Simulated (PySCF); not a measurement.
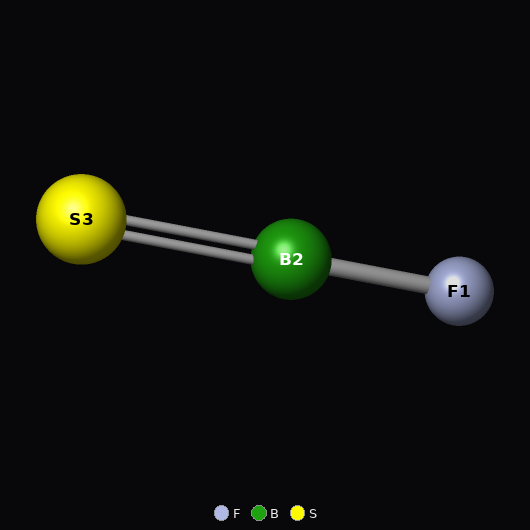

The computed structure is the end point of a GFN2-xTB optimisation. No frequency run is at hand to confirm it as a minimum. Level of theory: delta-SCF UKS SCAN, pcX-2 on the ionised atom, pcseg-1 elsewhere, spin-free X2C (PySCF 2.14.0).

Give the core-electron binding energies (to vacuum; p and d levels without spin–orbit splitting) of F1 1s, B2 1s, S3 1s, S3 2p.

```tsv
atom	level	binding energy (eV)
F1	1s	695.2
B2	1s	199.4
S3	1s	2477.5
S3	2p	170.1
```

The geometry is semi-empirical. Around B such bond lengths and angles can be off by a tenth of an ångström or more and by several degrees, and values that hang on the shape move with them.
